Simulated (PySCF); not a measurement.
**BSiH4OF (SMILES FBO[SiH3]): levels of theory compared**

Wanted: a comparison of 6 runs (B3LYP/6-311+G**, BLYP/6-311+G**, PBE0/6-311+G**, TPSS/6-311+G**, r2SCAN/6-311+G**, CCSD(T)/6-311+G**) of BSiH4OF. 

The results are computed with PySCF 2.14.0.

### 1 The system as given

BSiH4OF: 8 atoms, total charge 0, spin state singlet. As SMILES, `FBO[SiH3]`. Geometry: relaxed at PBE0-D4/def2-TZVP. This is one conformer, not always the lowest.

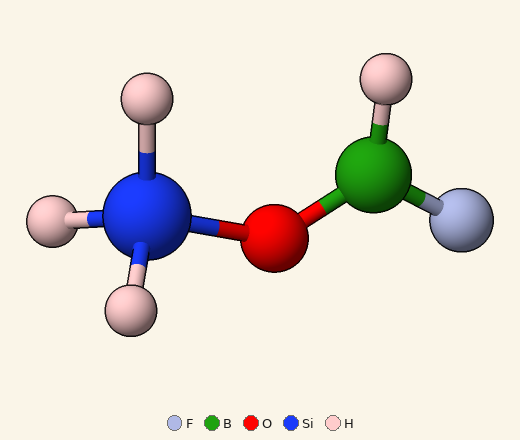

Viewed from a chosen angle; fluorine light blue, boron green, oxygen red, silicon blue, hydrogen pink.

### 2 A single-point energy at B3LYP/6-311+G(d,p) (run 1)

Input file input.py:

```python
from pyscf import gto, dft

mol = gto.M(
    atom='''
F       -1.599400      -1.699200       1.426100
B       -0.685400      -0.787600       1.133000
O       -0.487500      -0.477100      -0.157600
Si       0.521000       0.572800      -0.945400
H       -0.075300      -0.278500       2.029800
H       -0.317100       1.531000      -1.702400
H        1.370700       1.295700       0.034600
H        1.365000      -0.214300      -1.873700
''',
    basis='6-311+g**',
    verbose=4,
    max_memory=1860,
    charge=0,
)

myscf = dft.RKS(mol)
myscf.xc = 'b3lyp'
myscf.conv_tol = 1e-10
myscf.grids.level = 5
myscf.kernel()
if not myscf.converged:
    myscf = myscf.newton().run(myscf.mo_coeff, myscf.mo_occ)

energy = myscf.e_tot
print(f'total energy: {energy:.8f} hartree')
```

Launch:

```
$ OMP_NUM_THREADS=1 python input.py
```

The log of the run:

```text
PySCF version 2.14.0

[... 76 lines left out ...]
converged SCF energy = -492.047226293213
total energy: -492.04722629 hartree
```

Run time: 29 s. Hardware: 1 thread of Intel Xeon at 2.70GHz, shared host; peak memory 0.66 GiB.

### 3 The energy at BLYP/6-311+G(d,p) (run 2)

Input file start.xyz:

```xyz
8
BFH4OSi
F     -1.599400    -1.699200     1.426100
B     -0.685400    -0.787600     1.133000
O     -0.487500    -0.477100    -0.157600
Si     0.521000     0.572800    -0.945400
H     -0.075300    -0.278500     2.029800
H     -0.317100     1.531000    -1.702400
H      1.370700     1.295700     0.034600
H      1.365000    -0.214300    -1.873700
```

Input file run.py:

```python
from pyscf import gto, dft

mol = gto.M(
    atom='start.xyz',
    charge=0,
    verbose=4,
    max_memory=1860,
    spin=0,
    basis='6-311+g**',
)

myscf = dft.RKS(mol, xc='blyp')
myscf.grids.level = 5
myscf.conv_tol = 1e-10
myscf.kernel()
if not myscf.converged:
    myscf = myscf.newton().run(myscf.mo_coeff, myscf.mo_occ)

etot = myscf.e_tot
print('E = %.10f Eh' % etot)
```

Launch:

```
$ OMP_NUM_THREADS=1 python run.py
```

The log of the run:

```text
PySCF version 2.14.0

[... 80 lines left out ...]
converged SCF energy = -491.977907035322
E = -491.9779070353 Eh
```

Wall time 32 s (1 thread of Intel Xeon at 2.70GHz, shared host); peak memory 0.66 GiB.

### 4 A single-point energy at PBE0/6-311+G(d,p) (run 3)

start.xyz is that of step 3.

Input file calc.py:

```python
# FBO[SiH3]
from pyscf import gto, dft

system = gto.Mole()
system.atom = 'start.xyz'
system.basis = '6-311+g**'
system.verbose = 4
system.max_memory = 1860
system.spin = 0
system.build()

mf = dft.RKS(system)
mf.xc = 'pbe0'
mf.conv_tol = 1e-10
mf.grids.level = 5
mf.kernel()
if not mf.converged:
    mf = mf.newton().run(mf.mo_coeff, mf.mo_occ)

e_tot = mf.e_tot
print(f'total energy: {e_tot:.8f} hartree')
```

Launch:

```
$ OMP_NUM_THREADS=1 python calc.py
```

The log of the run:

```text
PySCF version 2.14.0

[... 75 lines left out ...]
converged SCF energy = -491.672894129463
total energy: -491.67289413 hartree
```

Wall time 28 s (1 thread of Intel Xeon at 2.70GHz, shared host); peak memory 0.66 GiB.

Runs 4 to 5 aren't shown in full; the table further down has their settings and results.

### 5 The energy at CCSD(T)/6-311+G(d,p) (run 6)

Input file calc.py:

```python
from pyscf import gto, cc

molecule = gto.Mole()
molecule.atom = [
    ('F', (-1.599400, -1.699200, 1.426100)),
    ('B', (-0.685400, -0.787600, 1.133000)),
    ('O', (-0.487500, -0.477100, -0.157600)),
    ('Si', (0.521000, 0.572800, -0.945400)),
    ('H', (-0.075300, -0.278500, 2.029800)),
    ('H', (-0.317100, 1.531000, -1.702400)),
    ('H', (1.370700, 1.295700, 0.034600)),
    ('H', (1.365000, -0.214300, -1.873700)),
]
molecule.basis = '6-311+g**'
molecule.verbose = 3
molecule.max_memory = 1860
molecule.charge = 0
molecule.build()

calc0 = molecule.RHF()
calc0.conv_tol = 1e-10
calc0.kernel()
if not calc0.converged:
    calc0 = calc0.newton().run(calc0.mo_coeff, calc0.mo_occ)

mycc = cc.CCSD(calc0, frozen=8)
mycc.kernel()
e_t = mycc.ccsd_t()
e_final = mycc.e_tot + e_t
print('Final energy', e_final)
```

Launch:

```
$ OMP_NUM_THREADS=1 python calc.py
```

The log of the run:

```text
converged SCF energy = -490.459594477907
E(CCSD) = -491.0828789346937  E_corr = -0.6232844567863308
CCSD(T) correction = -0.0170200726151054
Final energy -491.09989900730875
```

Run time: 1.7 min. Hardware: 1 thread of Intel Xeon at 2.70GHz, shared host; peak memory 1.7 GiB.

### 6 The series

```
run              level  integration grid  frozen core orbitals  energy (Eh)  dipole moment (D) of the reference  HOMO energy (eV)  LUMO energy (eV)  wall time
  1    B3LYP/6-311+G**                 5                     –  -492.047226                                2.13             -9.26             -0.44       29 s
  2     BLYP/6-311+G**                 5                     –  -491.977907                                2.02             -7.89             -0.94       32 s
  3     PBE0/6-311+G**                 5                     –  -491.672894                                2.14             -9.47             -0.23       28 s
  4     TPSS/6-311+G**                 5                     –  -492.064228                                2.00             -8.14             -0.82       52 s
  5   r2SCAN/6-311+G**                 5                     –  -491.888981                                2.03             -8.32             -0.57       45 s
  6  CCSD(T)/6-311+G**                 –                     8  -491.099899                                2.34            -13.05              1.51    1.7 min
```

### 7 Results

| quantity | value |
| --- | --- |
| run 6: total energy | -491.09990 Eh |
| run 6: dipole moment (Hartree–Fock density) | 2.34 D |
| run 6: HOMO energy (Hartree–Fock orbitals) | -13.05 eV |
| run 6: LUMO energy (Hartree–Fock orbitals) | 1.51 eV |
| run 6: HOMO–LUMO gap (Hartree–Fock orbitals) | 14.57 eV |
| run 6: correlation energy (8 core orbitals frozen) | -640.3 mEh |
| run 6: (T) correction | -17.02 mEh |
| run 6: T1 diagnostic | 0.014 |

Over runs 1, 2, 3, 4, 5 the dipole moment (its size) runs from 2.00 D (TPSS/6-311+G**) to 2.14 D (PBE0/6-311+G**). Over runs 1, 2, 3, 4, 5 the HOMO–LUMO gap runs from 6.95 eV (BLYP/6-311+G**) to 9.25 eV (PBE0/6-311+G**). Totals of different functionals can't be ranked against each other. All runs together took 4.8 min, the longest 1.7 min.
